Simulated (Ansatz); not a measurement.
## Electronic structure of ClFH₂N₂W in real space

Input

```
crystal:
  periodic: [false, false, false]
  atoms:
    - {symbol: Cl, position_ang: [0.626329, 1.898245, -1.577223]}
    - {symbol: F, position_ang: [-1.011760, -1.275492, -1.548284]}
    - {symbol: N, position_ang: [-1.168378, 0.511248, 0.760991]}
    - {symbol: N, position_ang: [1.290768, -0.763313, 0.179651]}
    - {symbol: W, position_ang: [-0.106269, 0.000448, -0.515373]}
    - {symbol: H, position_ang: [-1.461219, 0.649337, 1.723519]}
    - {symbol: H, position_ang: [1.891729, -1.088474, 0.930918]}
basis:
  gaussian:
    orbitals: def2-TZVPD
magnetization:
  spin_polarized: false
  initial_magnetization: 0
hamiltonian:
  xc: pbe0
output: {forces: true, orbitals: {seedname: orbitals}}
```

Command:

```sh
ansatz run input.yaml --threads 2 --pin off --max-ram 5220MiB --events-out events.jsonl --progress --plain --runs-dir runs
```

Geometry: PBE0-D4/def2-SVP; core potentials replace the inner electrons of W.

Computed with isolated molecule in a Gaussian basis; Kohn-Sham density functional theory, functional PBE0 (Ansatz 0.2.0).

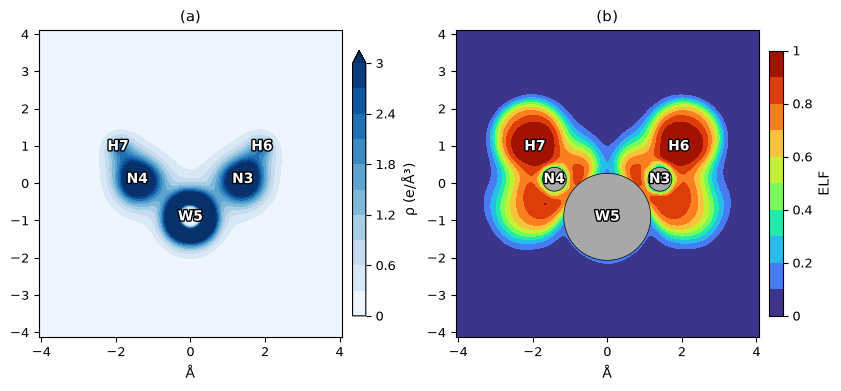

Figure 1. (a) electron density; (b) ELF on the plane of atoms W5, N4 and H7. Grey discs cover the atomic cores in the ELF map.

Question: Interpret the plot.

Answer: The section cuts through N, W and H sites. W–N (1.74 Å): the density is about 1.7 e/Å³ at the midpoint; the ELF peaks at about 0.75 in the valence shell of N, 0.5 Å from its nucleus, and drops to about 0.35 between the two atoms. N–H (1.02 Å): ρ is about 2.9 e/Å³ halfway; the ELF climbs to about 1 towards the hydrogen, as it does in any bond to H: an ordinary covalent bond to hydrogen.

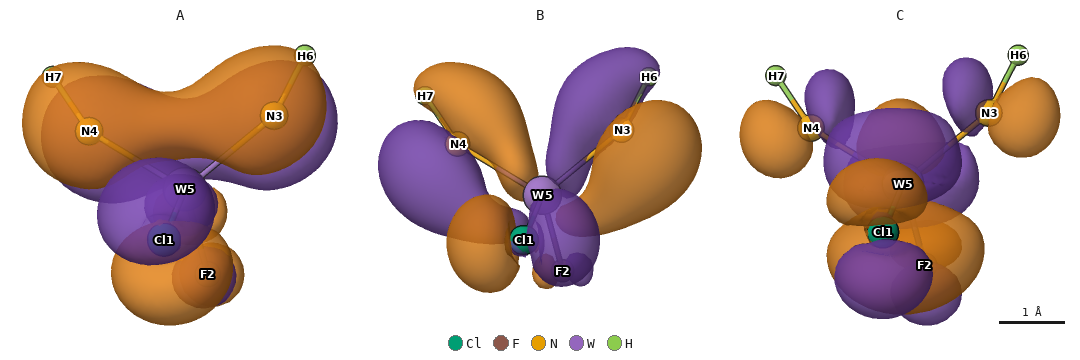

Figure 2. Three frontier orbitals at ±0.1 Å⁻³ᐟ² (orange and purple are the two phases), in no order.

Question: Which picture is the HOMO−1, the HOMO and the LUMO?

Answer: A is the HOMO−1 (−8.73 eV). Its weight (Hirshfeld) is mainly on N4 (about 30 %), N3 (about 30 %), W5 (about 20 %) and Cl1 (about 20 %); largely a combination of lone pairs on N4, N3 and Cl1. B is the HOMO (−8.25 eV). Its weight (Hirshfeld) is mainly on N4 (about 35 %), N3 (about 35 %), W5 (about 15 %) and Cl1 (about 15 %); largely a combination of lone pairs on N4, N3 and Cl1. C is the LUMO (−2.04 eV). By Hirshfeld shares it lies mainly on W5 (about 60 %), Cl1 (about 15 %), F2 (about 10 %), N3 (about 5 %) and N4 (about 5 %).

Question: What is the HOMO–LUMO gap?

Answer: 6.21 eV between the orbital energies.
